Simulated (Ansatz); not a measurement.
```tsv
atom	x (Å)	y (Å)	z (Å)
B	1.0609	2.4603	-2.9658
O	0.4089	2.0124	-1.8748
P	1.5210	0.8653	0.8866
Si	0.4390	0.5362	-1.0642
H	0.8730	3.6059	-3.3092
H	1.8092	1.7214	-3.5773
H	-0.9789	0.1089	-0.9062
H	1.1970	-0.4710	-1.8657
H	1.2189	-0.4618	1.3280
H	0.3819	1.4374	1.5313
```

Geometry: PBE0-D3(BJ)/def2-SVP.

Method: isolated molecule in a Gaussian basis; Kohn-Sham density functional theory, functional PBE0 (Ansatz).

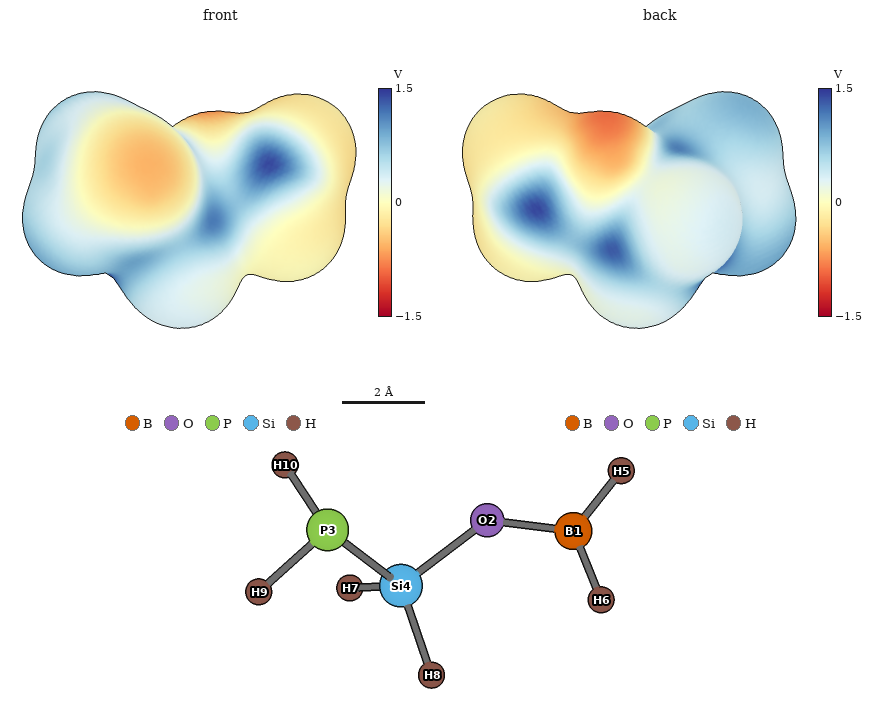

BH₆OPSi (SMILES BO[SiH2]P). The electrostatic potential painted on the density surface at 0.002 e/bohr³, seen from the front and from behind; red is negative and blue positive. The bare structure is drawn below in the same view.

> Where is the surface potential most negative and most positive?

The most negative region (about −0.8 V) lies over O2, the most positive (about +1.4 V) over B1 and Si4.
